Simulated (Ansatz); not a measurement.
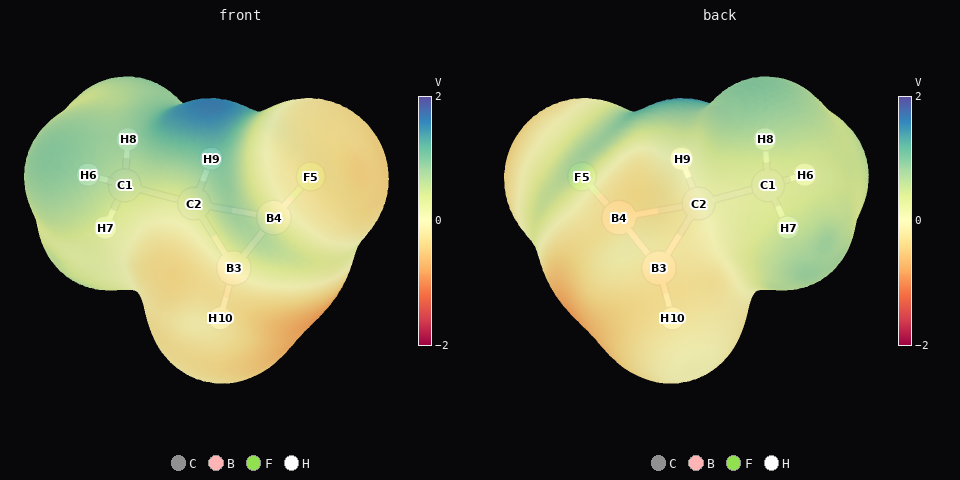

C2H5B2F (SMILES CC1BB1F). The molecular electrostatic potential painted on the density surface at 0.002 e/bohr³, seen from the front and from behind; red is negative and blue positive.

Geometry: PBE0-D4/def2-TZVP.

These are results of Ansatz, RKS PBE0-D4/def2-TZVPP, not measurements.

The calculation's input:

```
crystal:
  periodic: [false, false, false]
  atoms:
    - {symbol: C, position_ang: [-0.808709, -1.045793, 0.457594]}
    - {symbol: C, position_ang: [-0.023776, 0.138211, -0.044607]}
    - {symbol: B, position_ang: [1.444784, 0.273842, -0.192379]}
    - {symbol: B, position_ang: [0.752392, 1.537789, -0.657837]}
    - {symbol: F, position_ang: [0.215288, 2.653598, -1.070283]}
    - {symbol: H, position_ang: [-1.391864, -0.781145, 1.344601]}
    - {symbol: H, position_ang: [-0.135615, -1.862401, 0.714021]}
    - {symbol: H, position_ang: [-1.514924, -1.398068, -0.299998]}
    - {symbol: H, position_ang: [-0.764678, 0.928284, -0.289678]}
    - {symbol: H, position_ang: [2.310202, -0.495420, 0.041565]}
basis:
  gaussian: {orbitals: def2-TZVPP}
hamiltonian: {xc: pbe0, dispersion: d4}
output: {orbitals: {seedname: orbitals}}
```

Command:

```sh
ansatz run in.yaml --threads 2 --pin off --events-out ev --progress --plain --max-ram 4352MiB
```

### Which sites attract a positive test charge, and which a negative one?

A positive charge is drawn to the negative regions and a negative charge to the positive ones. The most negative region (about −0.8 V) lies over H10, the most positive (about +1.6 V) over H9.
